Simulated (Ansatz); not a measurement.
ClFH$_{4}$OW

The calculation's input:

```
crystal:
  periodic: [false, false, false]
  atoms:
    - { symbol: W, position_ang: [-0.045122, 0.358355, 0.103971] }
    - { symbol: H, position_ang: [0.256473, -1.039623, 1.131419] }
    - { symbol: F, position_ang: [1.74493, 0.387439, 0.560078] }
    - { symbol: O, position_ang: [-0.236613, 2.224729, -0.176753] }
    - { symbol: H, position_ang: [-0.289932, 2.800002, -0.925498] }
    - { symbol: Cl, position_ang: [-2.26473, -0.199141, 0.372567] }
    - { symbol: H, position_ang: [0.295718, -1.473981, 0.441831] }
    - { symbol: H, position_ang: [0.174477, -0.56068, -1.278016] }
basis:
  gaussian: { orbitals: def2-SVP }
hamiltonian:
  xc: hf
relax:
  f_tol: 0.03
  max_steps: 50
output:
  orbitals: {}
```

Run with:

```sh
ansatz run input.yaml --threads 1 --pin off --max-ram 2048MiB --backend cpu --events-out ev --progress --plain --runs-dir out
```

The fields are those of the run's last geometry, not of the input's.

Core potentials replace the inner electrons of W.

Method: RHF/def2-SVP in Ansatz 0.2.0.

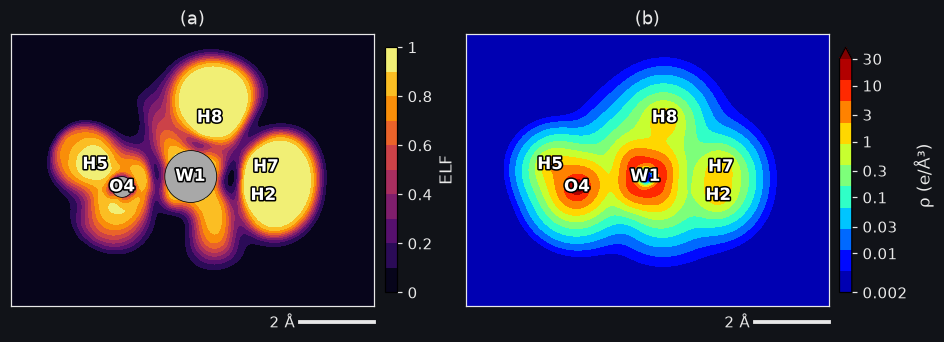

Figure 1. (a) ELF; (b) electron density on the plane of atoms W1, O4 and H5. Grey discs cover the atomic cores in the ELF map.

Q: Read the bonding off the picture.

A: Atoms in the plane: W, H and O. W–O (1.88 Å): ρ is about 1.1 e/Å³ halfway; the ELF peaks at about 0.85 in the valence shell of O, 0.5 Å from its nucleus, and drops to about 0.20 between the two atoms. H–H (0.78 Å): the density is about 1.7 e/Å³ at the midpoint; the ELF is about 1 at the midpoint. O–H (0.95 Å): ρ is about 3.8 e/Å³ halfway; the ELF climbs to about 1 towards the hydrogen, as it does in any bond to H: a covalent bond by its length. W–H (1.67 Å): the density is about 1.5 e/Å³ at the midpoint; the ELF climbs to about 1 towards the hydrogen.

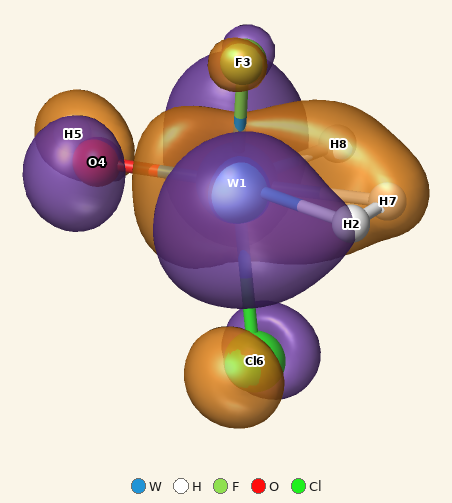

Figure 2. The HOMO at ±0.08 Å⁻³ᐟ² (orange and purple are the two phases), seen at a tilt.

Q: What is the character of this orbital?

A: Its weight (Hirshfeld) is mainly on W1 (about 75 %) and O4 (about 5 %). Its energy is −9.80 eV.

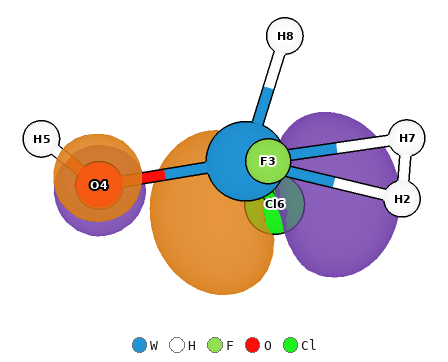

Figure 3. The HOMO−1 at ±0.15 Å⁻³ᐟ² (orange and purple are the two phases), seen from one side.

Q: Describe this orbital and give its energy.

A: It lies mainly on Cl6 (about 80 %) and O4 (about 10 %); largely a lone pair of Cl6. Its energy is −12.66 eV.
